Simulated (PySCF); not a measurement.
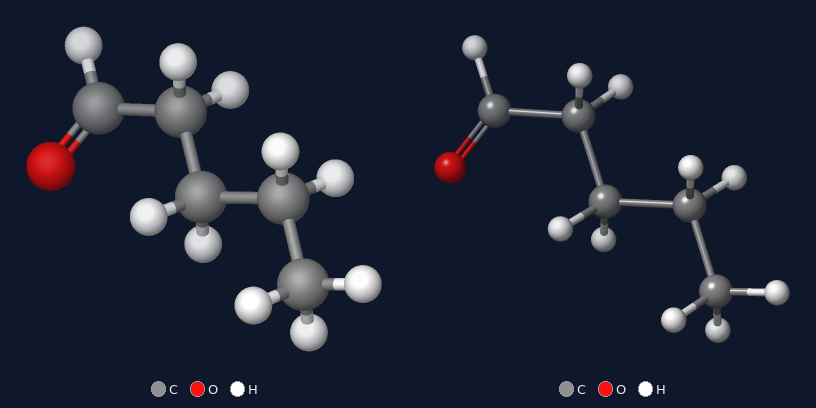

Both panels show the same species.

The computed structure is the end point of a PBE0-D3(BJ)/def2-SVP optimisation. No frequency run is at hand to confirm it as a minimum.

Identify the structure.

It has 16 atoms: 5 carbon, 10 hydrogen and 1 oxygen (C₅H₁₀O). As SMILES it reads `CCCCC=O`. It has no ring. Among its groups: aldehyde. Coordination: 4 C tetrahedral; 1 C trigonal planar.

The parts below concern this one geometry. Atoms keep their numbers from picture to picture.

Polarisability

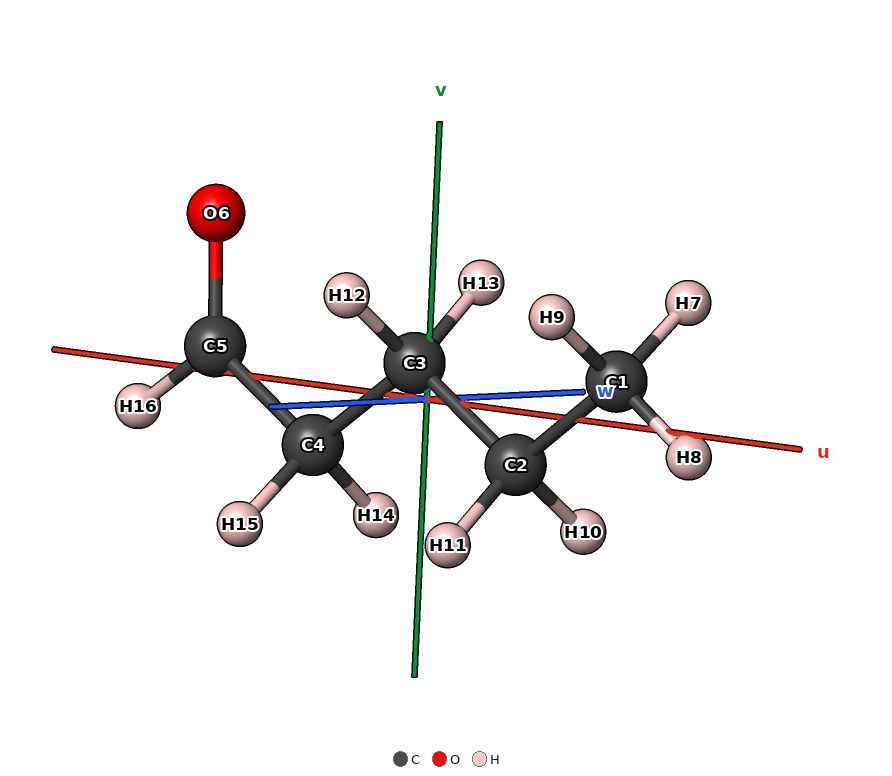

The lines u, v and w are the principal axes of the static dipole polarisability. No frequency run is at hand to confirm it as a minimum. Computed with HF/def2-SVPD (PySCF 2.14.0).

Along which axis is the molecule most polarisable, and along which least?

Most along u (close to the long direction C1···O6), least along w.

Give the three principal values.

u 70.2, v 62.6, w 51.6 bohr³; mean 61.5, anisotropy 16.2 bohr³.

NMR shielding

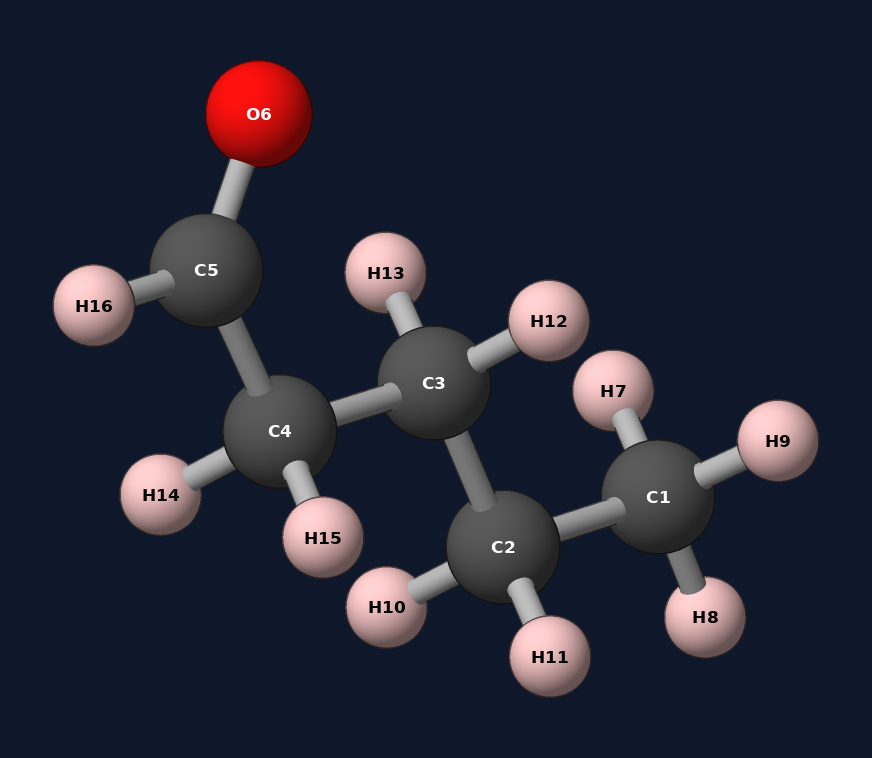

No frequency run is at hand to confirm it as a minimum. Properties computed with GIAO PBE0/IGLO-III NMR shielding, non-relativistic, gas phase (PySCF 2.14.0). Principal shieldings σ11 ≤ σ22 ≤ σ33, span Ω = σ33 − σ11, skew κ = 3(σiso − σ22)/Ω.

Which C atom has the most anisotropic shielding?

C5, with a span of 217 ppm.

Give the shielding tensors of the C atoms.

```
atom     σ11    σ22    σ33   σiso      Ω     κ
  C1   155.6  160.8  185.6  167.3   29.9  0.66
  C2   146.5  154.5  169.8  156.9   23.3  0.31
  C3   147.0  150.5  171.2  156.3   24.2  0.72
  C4    98.9  121.5  176.1  132.2   77.3  0.41
  C5  −125.8  −40.7   91.6  −25.0  217.4  0.22
```

Shieldings and span in ppm.

Bond orders

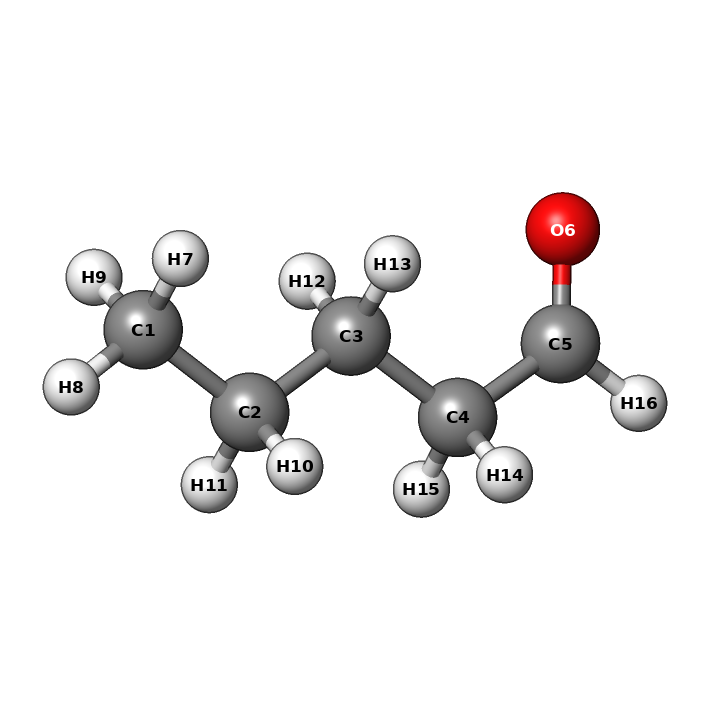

Every bond is drawn as one stick. No frequency run is at hand to confirm it as a minimum. Level of theory: PBE0/cc-pVTZ (PySCF 2.14.0).

Which bond between heavy atoms has the highest Mayer bond order?

C5–O6, 2.19, at a length of 1.202 Å.

List the Mayer bond orders of C1–C2, C2–C3, C3–C4, C4–C5, C5–O6 (bonds between heavy atoms, one of each equivalent set). Atoms whose distances differ by more than 0.02 Å in this geometry are listed apart.

```tsv
bond	Mayer order	length (Å)
C1–C2	0.98	1.520
C2–C3	0.96	1.522
C3–C4	0.96	1.516
C4–C5	0.92	1.501
C5–O6	2.19	1.202
```
